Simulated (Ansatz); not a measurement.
## A computed series for Ta: response to strain

The reference is Ta in the bcc (W type) structure (space group Im-3m, No. 229; a = 3.306 Å; relaxed with 0.1 eV smearing).

Strains are applied to the cell and any free atomic positions relax.

Computed with r2SCAN in Ansatz (plane waves to 500 eV, PAW, spin-orbit coupling left out).

Notes on the quantities. energy relative to the base: free energy F.

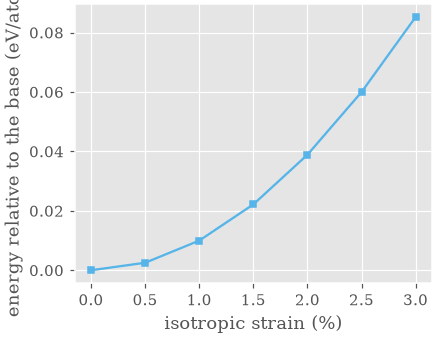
Fig. 1. Energy relative to the base against isotropic strain

Task: From the plot, what is the energy relative to the base for isotropic strain +1.50 %?

Result: About 0.022 eV/atom.

Task: Is the trend monotonic over the range shown?

Result: Yes, it rises throughout, spanning 0 meV/atom to +85 meV/atom.

Whether these cells are dynamically stable was not tested. The final runs are not spin-polarised.

Ansatz is an electronic-structure program.
